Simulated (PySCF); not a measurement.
Vertical excitations of a molecule C3H2F3, multiplicity 2 from TDA-PBE0/def2-SVPD in PySCF, as energy in eV (oscillator strength): 3.61 (0.001), 4.65 (0.000), 4.68 (0.003), 6.99 (0.001), 7.26 (0.006), 7.87 (0.052), 8.05 (0.000), 8.15 (0.031), 8.35 (0.001), 8.45 (0.230). Geometry: PBE0-D3(BJ)/def2-SVP. One conformer was computed; it need not be the lowest.

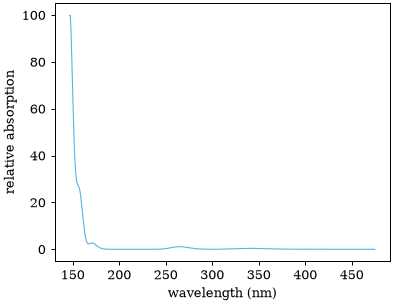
Figure. The lines broadened by 0.4 eV.

**Question.** Which molecule gave these data?
A. C=C(F)[C](F)F
B. C=[C]C(F)(F)F
C. F/C=C/[C](F)F
D. [CH]=CC(F)(F)F

**Answer.** D, [CH]=CC(F)(F)F
